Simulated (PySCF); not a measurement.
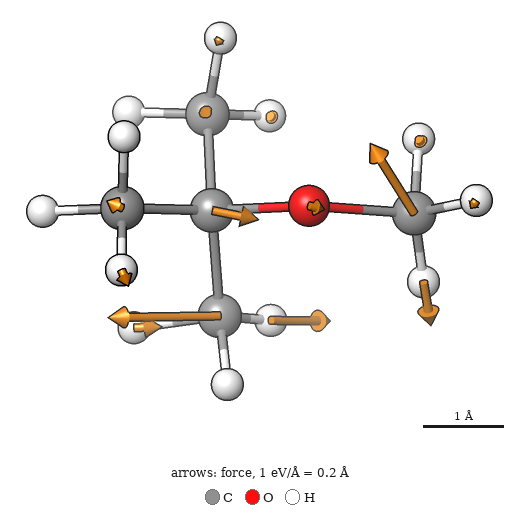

Starting geometry of C₅H₁₂O with the computed forces as orange arrows. A ball-and-stick model, seen face on.

The start comes from MMFF94s. Its atoms were then displaced at random by about 0.03 Å.

Method: PySCF 2.14.0, density-fitted response routines, PBE0-D3(BJ)/def2-SVP geometry optimisation, gas phase. 

**What follows when this structure is relaxed?**

It isn't relaxed: the largest force vector, on a C atom, is 8.04 eV/Å. The final displacements follow the starting forces only in part (cosine between the two patterns 0.50). After 5 geometry steps the energy has fallen by 23.8 kcal/mol. The largest move after the best rigid fit is that of an H atom, 0.15 Å. By element the largest moves are H 0.15 Å, C 0.12 Å, O 0.02 Å. Some distances before and after: C–H 0.982 → 1.100 Å, C–O 1.490 → 1.393 Å, C–H 1.019 → 1.106 Å, C–H 1.177 → 1.100 Å. Among the angles between lasting bonds that change: O–C–H 103.6° → 113.1°, H–C–H 115.6° → 107.9°, C–C–H 116.4° → 109.9°. The run took 39 s on 1 thread of Arm Neoverse V2 (shared host).
